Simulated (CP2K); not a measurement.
**SiH2SOF (SMILES O[SiH](F)[S]) at PM6**

Aim: the energy difference between two shapes of SiH2SOF at PM6, from 2 runs. 

The calculation is run with CP2K 2026.2.

5 further runs of the same task are left out: 4 that didn't finish, 1 set aside as unsound or not needed.

## (1) Starting point

The species is SiH2SOF (6 atoms), meant as a doublet with charge 0. As SMILES, `O[SiH](F)[S]`. The coordinates come from a PBE0-D4/def2-TZVP relaxation. This is one conformer, not always the lowest.

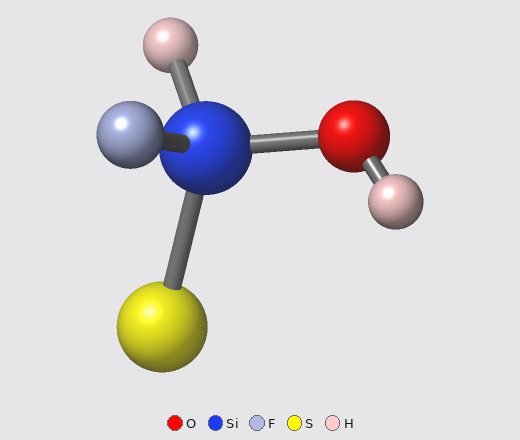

Viewed from a chosen angle; oxygen red, silicon blue, fluorine light blue, sulfur yellow, hydrogen pink.

## (2) Energy and gradient at PM6

File molecule.xyz:

```xyz
6

O     -0.201900     0.411200    -1.237800
Si    -0.177400     0.029600     0.341700
F      0.803100     0.959700     1.183300
S      0.582400    -1.937100     0.591900
H      0.579700     0.224600    -1.762500
H     -1.543700     0.248100     0.837300
```

File job.inp:

```
&GLOBAL
  PROJECT_NAME job
  RUN_TYPE ENERGY_FORCE
  PRINT_LEVEL MEDIUM
&END GLOBAL

&FORCE_EVAL
  METHOD QUICKSTEP
  &DFT
    CHARGE 0
    MULTIPLICITY 2
    SPIN_POLARIZED T
    &QS
      METHOD PM6
      EPS_DEFAULT 1.0E-10
      &SE
        &COULOMB
          CUTOFF [angstrom] 50
          RC_RANGE [angstrom] 0
        &END COULOMB
        &EXCHANGE
          CUTOFF [angstrom] 50
          RC_RANGE [angstrom] 0
        &END EXCHANGE
      &END SE
    &END QS
    ! cluster boundary conditions
    &POISSON
      PERIODIC NONE
      POISSON_SOLVER ANALYTIC
    &END POISSON
    &SCF
      SCF_GUESS ATOMIC
      EPS_SCF 1.0E-06
      MAX_SCF 40
      &OT ON
        MINIMIZER CG
        PRECONDITIONER FULL_SINGLE_INVERSE
      &END OT
      &OUTER_SCF
        EPS_SCF 1.0E-06
        MAX_SCF 10
      &END OUTER_SCF
    &END SCF
    &PRINT
      &MOMENTS
        PERIODIC F
        REFERENCE COM
        MAX_MOMENT 1
      &END MOMENTS
      &MO_CUBES
        NLUMO 3
        NHOMO -1
        WRITE_CUBE F
      &END MO_CUBES
      &HIRSHFELD OFF
      &END HIRSHFELD
    &END PRINT
  &END DFT
  &SUBSYS
    &CELL
      ABC [angstrom] 18.3 18.9 18.9
      PERIODIC NONE
    &END CELL
    &TOPOLOGY
      COORD_FILE_NAME molecule.xyz
      COORD_FILE_FORMAT XYZ
      &CENTER_COORDINATES
      &END CENTER_COORDINATES
    &END TOPOLOGY
  &END SUBSYS
  ! extra output
  &PRINT
    &FORCES ON
    &END FORCES
  &END PRINT
&END FORCE_EVAL
```

Started as:

```sh
$ OMP_NUM_THREADS=1 cp2k.psmp -i job.inp > job.out 2>&1
```

The program printed, shortened:

```text
CP2K| version string:                                       CP2K version 2026.2
[...]
 GLOBAL| Method name                                                        CP2K
[...]
 GLOBAL| Run type                                                   ENERGY_FORCE
[...]
                             - Atoms:                                          6
[...]
                             - Spherical basis functions:                     28
[...]
 Number of electrons:                                                         13
[...]
     1 OT CG       0.80E-01    0.0     0.15896754       -34.5251105874 -3.45E+01
[...]
     4 OT CG       0.52E+00    0.0     0.00000089       -38.2195113201 -2.30E-10
  *** SCF run converged in     4 steps ***
  Core-core repulsion energy [eV]:                           1237.86249407815239
  Core Hamiltonian energy [eV]:                             -1721.50799293287741
  Two-electron integral energy [eV]:                        -1112.72058897370266
  Electronic energy [eV]:                                   -2277.86828741972886
  Total energy [eV]:                                        -1040.00579334157624
  Atomic reference energy [eV]:                              1033.45019928356419
  Heat of formation [kcal/mol]:                              -151.17560231891494
[...]
 SE_DIPOLE| Moment [Debye]         -0.38610065       0.51853916       1.28328625
 SE_DIPOLE| Derivative [a.u.]       0.00000000       0.00000000       0.00000000
 *** WARNING in qs_scf_post_se.F:140 :: Printing of MO cube files not ***
 *** implemented for Semi-Empirical method.                           ***
 ENERGY| Total FORCE_EVAL ( QS ) energy [hartree]            -38.219511320287211
 FORCES| Atomic forces [hartree/bohr]
 FORCES|   Atom     x               y               z               |f|
 FORCES|      1  1.38971413E-02 -8.22771774E-03  5.22289453E-03   1.69736414E-02
 FORCES|      2 -8.36648539E-03 -1.22949618E-03  2.53719266E-02   2.67440535E-02
 FORCES|      3 -7.11435269E-03 -8.71986336E-03 -7.96836574E-03   1.37893032E-02
 FORCES|      4 -4.45150395E-03  1.23991173E-02 -1.09387404E-03   1.32193252E-02
 FORCES|      5 -5.10829199E-03  7.39521361E-03 -1.57432620E-02   1.81282688E-02
 FORCES|      6  1.11434928E-02 -1.61725366E-03 -5.78931932E-03   1.26613253E-02
 FORCES| Sum    -4.44089210E-16  9.90527105E-16  4.16333634E-16
 FORCES| Total atomic force                                       1.16262327E-15
[...]
```

It took 2.5 s on 1 thread of Arm Neoverse N1, shared host; peak memory 0.14 GiB.

## (3) The distorted shape

File molecule.xyz:

```xyz
6

O     -0.233153     0.404508    -1.211880
Si    -0.219870     0.032236     0.345556
F      0.778161     0.977400     1.188034
S      0.576112    -1.926060     0.576321
H      0.606080     0.271528    -1.764768
H     -1.533760     0.260864     0.820373
```

File calc.inp:

```
&GLOBAL
   PROJECT calc
   RUN_TYPE ENERGY_FORCE
   PRINT_LEVEL MEDIUM
&END

&FORCE_EVAL
   METHOD Quickstep
   &DFT
      MULTIPLICITY 2
      LSD T
      ! Quickstep
      &QS
         METHOD PM6
         EPS_DEFAULT 1.0E-10
         &SE
            &COULOMB
               CUTOFF [angstrom] 50
               RC_RANGE [angstrom] 0
            &END
            &EXCHANGE
               CUTOFF [angstrom] 50
               RC_RANGE [angstrom] 0
            &END
         &END
      &END
      &POISSON
         PERIODIC NONE
         POISSON_SOLVER ANALYTIC
      &END
      ! self-consistent field
      &SCF
         SCF_GUESS ATOMIC
         EPS_SCF 1.0E-06
         MAX_SCF 40
         &OT
            MINIMIZER CG
            PRECONDITIONER FULL_SINGLE_INVERSE
         &END
         &OUTER_SCF
            EPS_SCF 1.0E-06
            MAX_SCF 10
         &END
      &END
      ! extra output
      &PRINT
         &MOMENTS
            PERIODIC F
            REFERENCE COM
            MAX_MOMENT 1
         &END
         &MO_CUBES
            NLUMO 3
            NHOMO -1
            WRITE_CUBE F
         &END
         &HIRSHFELD OFF
         &END
      &END
   &END
   &SUBSYS
      ! vacuum box
      &CELL
         ABC 18.3 18.9 19
         PERIODIC NONE
      &END
      &TOPOLOGY
         COORD_FILE_NAME molecule.xyz
         COORD_FILE_FORMAT XYZ
         &CENTER_COORDINATES
         &END
      &END
   &END
   &PRINT
      &FORCES ON
      &END
   &END
&END
```

Started as:

```sh
$ OMP_NUM_THREADS=1 cp2k.psmp -i calc.inp -o calc.out
```

The program printed, shortened:

```text
CP2K| version string:                                       CP2K version 2026.2
[...]
 GLOBAL| Method name                                                        CP2K
[...]
 GLOBAL| Run type                                                   ENERGY_FORCE
[...]
                             - Atoms:                                          6
[...]
                             - Spherical basis functions:                     28
[...]
 Number of electrons:                                                         13
[...]
     1 OT CG       0.80E-01    0.0     0.15835970       -34.5141271121 -3.45E+01
[...]
     2 OT CG       0.26E+00    0.0     0.00000099       -38.2185345654 -3.89E-10
  *** SCF run converged in     2 steps ***
  Core-core repulsion energy [eV]:                           1238.65053577059007
  Core Hamiltonian energy [eV]:                             -1722.07800130542205
  Two-electron integral energy [eV]:                        -1113.10349791946987
  Electronic energy [eV]:                                   -2278.62975026515687
  Total energy [eV]:                                        -1039.97921449456680
  Atomic reference energy [eV]:                              1033.45019928356419
  Heat of formation [kcal/mol]:                              -150.56267949757589
[...]
 SE_DIPOLE| Moment [Debye]         -0.39491532       0.41809136       1.55644431
 SE_DIPOLE| Derivative [a.u.]       0.00000000       0.00000000       0.00000000
 *** WARNING in qs_scf_post_se.F:140 :: Printing of MO cube files not ***
 *** implemented for Semi-Empirical method.                           ***
 ENERGY| Total FORCE_EVAL ( QS ) energy [hartree]            -38.218534565550144
 FORCES| Atomic forces [hartree/bohr]
 FORCES|   Atom     x               y               z               |f|
 FORCES|      1  2.92663735E-02 -6.63291679E-03 -1.60171407E-02   3.40156582E-02
 FORCES|      2  1.59509628E-02 -6.75549827E-04  3.04417526E-02   3.43742619E-02
 FORCES|      3 -1.22636482E-02 -1.37477175E-02 -1.20034924E-02   2.19881930E-02
 FORCES|      4 -5.45846640E-03  1.23633540E-02 -4.73054612E-04   1.35229863E-02
 FORCES|      5 -2.20591391E-02  8.73154299E-03 -1.69008805E-03   2.37844877E-02
 FORCES|      6 -5.43608266E-03 -3.87128727E-05 -2.57976838E-04   5.44233823E-03
 FORCES| Sum    -2.49800181E-16 -3.46944695E-16  1.94289029E-16
 FORCES| Total atomic force                                       4.69594483E-16
[...]
```

It took 2.6 s on 1 thread of Arm Neoverse N1, shared host; peak memory 0.14 GiB.

## (4) What came out

Level: PM6.

```
                                                  quantity            value
                                 first shape: total energy     -38.21951 Eh
                                first shape: dipole moment           1.44 D
    first shape: heat of formation at this unrelaxed shape  -151.2 kcal/mol
                     first shape: largest force on an atom       1.375 eV/Å
                             distorted shape: total energy     -38.21853 Eh
                            distorted shape: dipole moment           1.66 D
distorted shape: heat of formation at this unrelaxed shape  -150.6 kcal/mol
                 distorted shape: largest force on an atom       1.768 eV/Å
                    energy change with the atoms displaced         0.027 eV
```

What this shows: With the atoms displaced the energy rises by 0.03 eV (0.6 kcal/mol). The first shape isn't relaxed at this level, so the change isn't measured from a minimum. The largest force (first shape) is 1.38 eV/Å: the shape isn't a stationary point for this species at this level.
